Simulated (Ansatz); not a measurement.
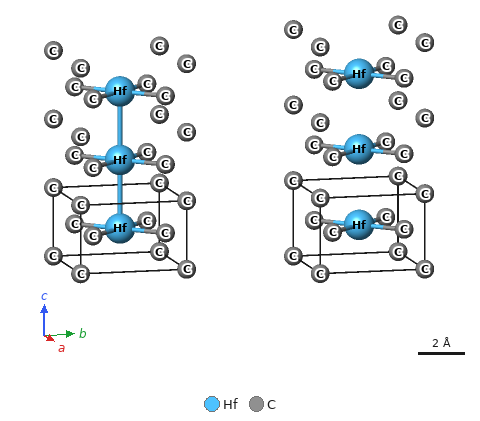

Two geometries of a crystal of HfC₅ (a generated structure, set up in P4/mmm) (coarse preliminary run), drawn at one scale. One is the start of a relaxation, the other its converged end. A ball-and-stick model of the cell of the calculation, repeated 1 × 1 × 3 with one cell outlined, seen slightly off an axis.

The calculation used Ansatz 0.2.0, DFT PBE, scalar-relativistic, plane waves, PAW. Set-up: plane-wave cutoff 420 eV; k-point mesh 4 × 4 × 6; occupations gaussian; smearing width 0.1 eV; no spin polarisation; cell and atoms relaxed; force threshold 0.04 eV/Å; at most 70 steps.

Which of the two is the end point?

Answer. The left one is the relaxed one. The energy falls by 0.288 eV per cell of the calculation in 6 accepted moves (7 points after the start). Largest force component: 0.059 eV/Å at the start, 0.0095 eV/Å at the end. The pressure goes from 0.42 to −0.06 GPa. At 1 point the geometry stayed and the basis and grid were re-selected for the new cell (energy shift of 2.3 meV per cell of the calculation at most each time). No atom moves by more than 0.005 Å relative to the cell. The drawn cell changes as follows: a = b 4.788 → 4.852 Å (+1.3 %), c 3.396 → 3.082 Å (−9.3 %); the volume changes by −6.8 %. Among the contacts that change: Hf–Hf 3.396 → 3.082 Å, C–Hf 2.315 → 2.342 Å, C–C 1.514 → 1.540 Å. The space group stays P4/mmm (No. 123). The run took 25 s on 1 thread of Arm Neoverse V2, on a shared host, peak memory 0.37 GiB.
